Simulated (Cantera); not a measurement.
Feed: 1 mol HMDSO, 19 mol CO2, 0.72 mol H2, at 775 K.

Method: chemical equilibrium by Gibbs-energy minimisation in Cantera with the NASA 1993 tables (ideal gas, pure condensed phases). Candidate condensed phases: C, C6H6, C7H8, C8H18, H2O, Si, SiC, SiO2; 123 gas species. The feed counts by its element totals alone. Equilibrium is a limit: real reactors are often held back by kinetics, nucleation or transport.

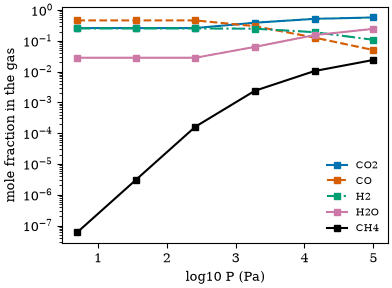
Figure: Equilibrium gas composition (values under 1e-9 drawn at 1e-9)

Problem. Read off the mole fractions at 19.0 mbar.

Solution. CO2 about 0.39, CO about 0.30, H2 about 0.25, H2O about 0.064, CH4 about 0.0024.
